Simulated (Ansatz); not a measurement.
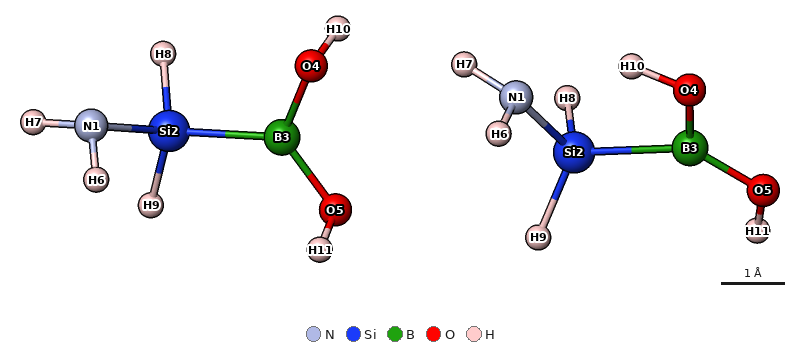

Two geometries of BSiNH₆O₂ (coarse preliminary run), drawn at one scale. One is the start of a relaxation, the other its converged end. The picture is a ball-and-stick view, seen at a tilt.

Computed with RKS PBE-D4/def2-SVP (Ansatz 0.2.0). Set-up: force threshold 0.03 eV/Å; at most 200 steps.

Which geometry has the lower energy?

Answer. The right one is the relaxed one. The start comes from a force field. Over 19 accepted moves (21 points after the start) the energy falls by 47.3 kcal/mol. The largest force component goes from 3.8 to 0.017 eV/Å. The line search rejected the trial steps at points 18, 20 of the run. H10 moves most after the best rigid fit: 2.02 Å. Largest moves by element: H 2.02 Å, N 0.62 Å, O 0.55 Å, Si 0.35 Å, B 0.24 Å. Near-neighbour distances that change, for instance: B3–O4 1.546 → 1.364 Å, Si2–B3 1.946 → 2.051 Å, B3–O5 1.450 → 1.370 Å, N1–Si2 1.848 → 1.792 Å. Among the angles between lasting bonds that change: Si2–N1–H7 103.9° → 116.6°, N1–Si2–B3 109.6° → 97.7°, Si2–B3–O5 121.4° → 131.7°. Groups turn about B3–O4 by about 90°, B3–O5 by about 85°, Si2–B3 by about 40°. Cost: 22 s on 4 threads of Arm Neoverse V2 (shared host).
